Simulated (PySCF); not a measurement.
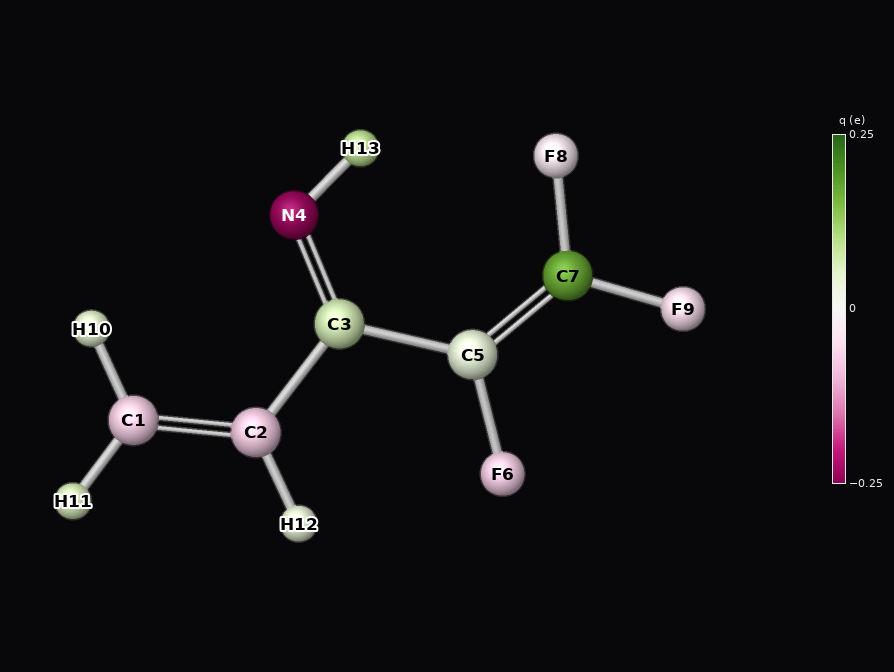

Atoms are coloured by their Hirshfeld charges. The geometry was computed by an optimisation with PBE0-D3(BJ)/def2-SVP. No frequency run is at hand to confirm it as a minimum. Method: PBE0/pcSseg-1 in benzene (IEF-PCM) (PySCF 2.14.0).

> Which atom carries the highest charge (most positive or least negative)?

C7 (0.17 e).

> And the lowest?

N4 (−0.24 e).

Give the Hirshfeld charges atom by atom.

```csv
atom,value (e)
C1,−0.07
C2,−0.07
C3,0.07
N4,−0.24
C5,0.03
F6,−0.06
C7,0.17
F8,−0.03
F9,−0.05
H10,0.05
H11,0.06
H12,0.04
H13,0.09
```
